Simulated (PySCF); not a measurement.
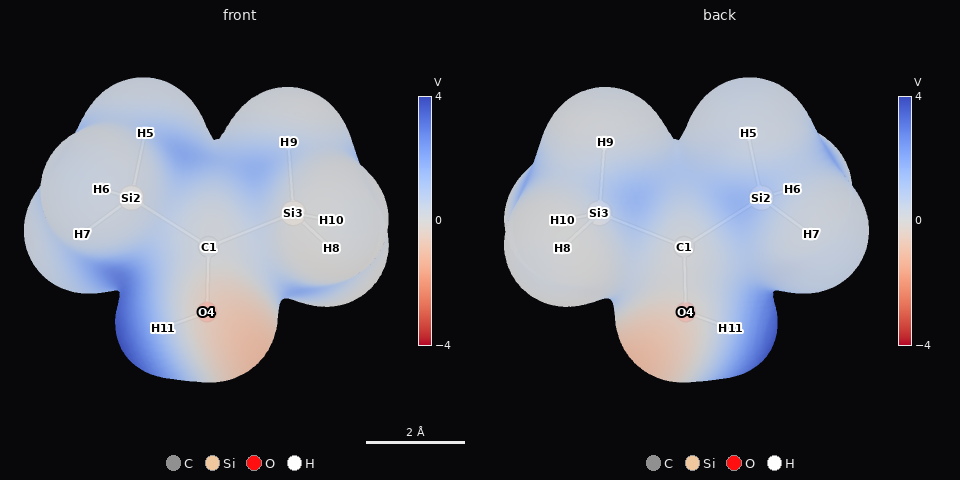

The picture shows: CH7OSi2 (SMILES O[C]([SiH3])[SiH3]) (doublet). The molecular electrostatic potential painted on the density surface at 0.004 e/bohr³, seen from the front and from behind; the colour scale runs from red (negative) to blue (positive).

Geometry: PBE0-D3(BJ)/def2-SVP.

Theory: UKS B3LYP, IGLO-III on C O Si, pcH-1 on H, non-relativistic, mean-field spin-orbit, GIAO in PySCF 2.14.0, density-fitted response routines.

| atom | x (Å) | y (Å) | z (Å) |
| --- | --- | --- | --- |
| C | 0.0359 | -0.4668 | 0.0245 |
| Si | 1.3450 | 0.7409 | -0.5291 |
| Si | -1.6776 | -0.0187 | 0.6186 |
| O | 0.2490 | -1.8092 | -0.0548 |
| H | 0.9931 | 2.1121 | -0.0626 |
| H | 1.5104 | 0.7556 | -2.0212 |
| H | 2.6722 | 0.3232 | 0.0364 |
| H | -1.9565 | -0.6178 | 1.9616 |
| H | -1.7633 | 1.4698 | 0.7097 |
| H | -2.7303 | -0.5109 | -0.3259 |
| H | 1.1569 | -2.0027 | -0.3198 |

Question: Which sites attract a positive test charge, and which a negative one?

Answer: A positive charge is drawn to the negative regions and a negative charge to the positive ones. The most negative region (about −1.0 V) lies over O4, the most positive (about +3.6 V) over H11. O4 is the likeliest acceptor of a hydrogen bond.
